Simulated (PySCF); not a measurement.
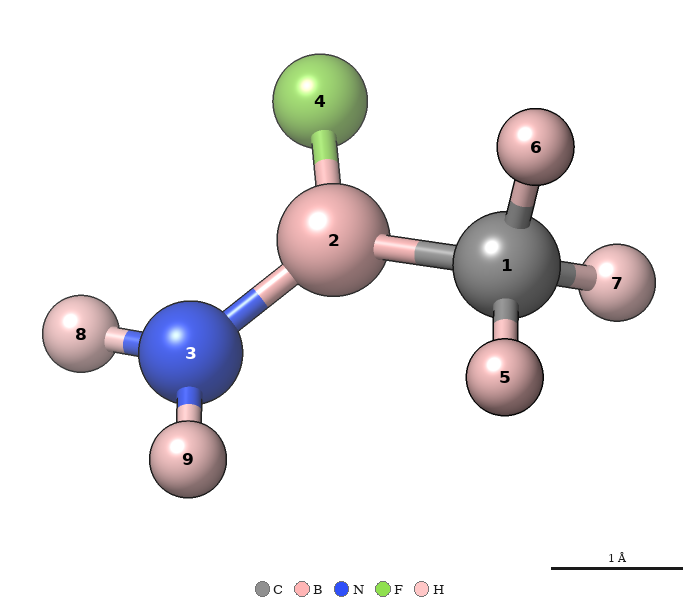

Orthographic view. Distant atoms are faded towards the background colour. The computed structure is the end point of a PBE0-D3(BJ)/def2-SVP optimisation. No frequency run is at hand to confirm it as a minimum.

Write a MOL file (V2000) with the atoms in numerical order, bonds sorted by atom number with the orders drawn, and coordinates in the frame of the picture: x right, y up, z towards the viewer, origin at the mean position.

```
CH5BFN
                    3D

  9  8  0  0  0  0  0  0  0  0999 V2000
    1.0900    0.1500    0.4600 C   0  0  0  0  0  0  0  0  0  0  0  0
   -0.2300    0.3400   -0.3600 B   0  0  0  0  0  0  0  0  0  0  0  0
   -1.3300   -0.5300   -0.3000 N   0  0  0  0  0  0  0  0  0  0  0  0
   -0.3400    1.4000   -1.1800 F   0  0  0  0  0  0  0  0  0  0  0  0
    1.0800   -0.7100    1.1400 H   0  0  0  0  0  0  0  0  0  0  0  0
    1.3200    1.0500    1.0400 H   0  0  0  0  0  0  0  0  0  0  0  0
    1.9400    0.0100   -0.2400 H   0  0  0  0  0  0  0  0  0  0  0  0
   -2.1700   -0.3800   -0.8400 H   0  0  0  0  0  0  0  0  0  0  0  0
   -1.3500   -1.3400    0.2900 H   0  0  0  0  0  0  0  0  0  0  0  0
  1  2  1  0
  1  5  1  0
  1  6  1  0
  1  7  1  0
  2  3  1  0
  2  4  1  0
  3  8  1  0
  3  9  1  0
M  END
```
